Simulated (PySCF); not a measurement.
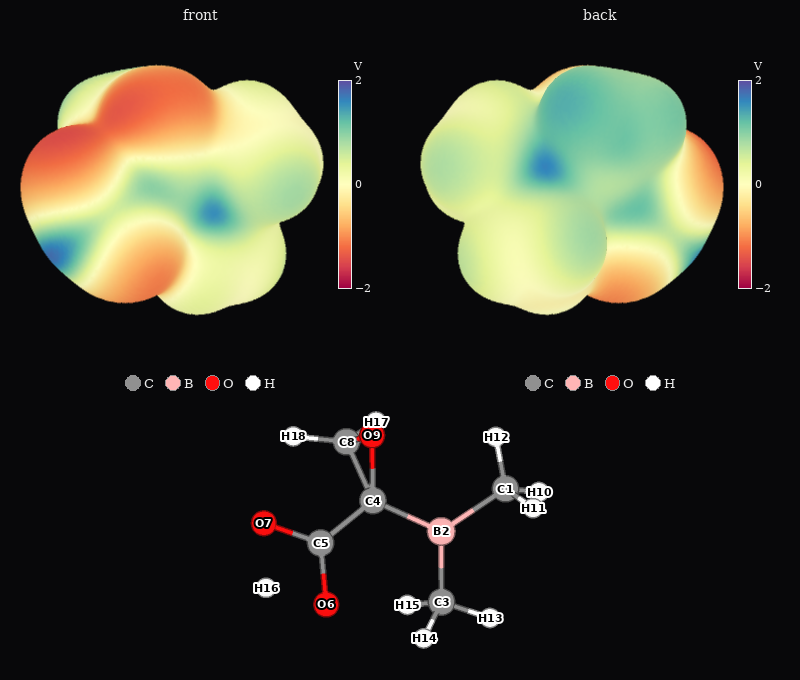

Figure. C$_{5}$H$_{9}$BO$_{3}$. The electrostatic potential painted on the density surface at 0.002 e/bohr³, seen from the front and from behind; the colour scale runs from red (negative) to blue (positive). The bare structure is drawn below in the same view.

Geometry: GFN2-xTB; at this geometry the atoms fall into two loosely joined parts.

Theory: PBE0/pcSseg-1, SCF density, gas phase, non-relativistic (PySCF 2.14.0).

The calculation's input:

```
{"job": {"kind": "nmr", "xc": "PBE0", "basis": "pcSseg-1", "pop": false}, "charge": 0, "multiplicity": 1}
C     -1.115986     1.806775    -0.662085
B     -0.707968     0.327993    -0.342256
C     -1.665263    -0.889319    -0.580357
C      0.729456     0.065769     0.275126
C      1.499962    -1.151735    -0.077067
O      1.123284    -2.031483    -0.909791
O      2.630257    -1.467529     0.398276
C      1.017026     0.578143     1.646511
O      1.578493     1.174761     0.542140
H     -2.146773     2.032401    -0.396661
H     -1.047692     1.954814    -1.741018
H     -0.464515     2.548518    -0.206593
H     -2.648130    -0.612827    -0.951234
H     -1.217893    -1.579971    -1.294184
H     -1.801462    -1.471799     0.330357
H      2.312083    -2.429769    -0.467864
H      0.237270     1.136141     2.155212
H      1.687854     0.009117     2.281488
```

Command:

```sh
OMP_NUM_THREADS=1 python ens_run.py task.json out
```

Which sites attract a positive test charge, and which a negative one?

A positive charge is drawn to the negative regions and a negative charge to the positive ones. The most negative region (about −1.4 V) lies over O7, the most positive (about +1.6 V) over B2 and H16. O7 is the likeliest acceptor of a hydrogen bond.
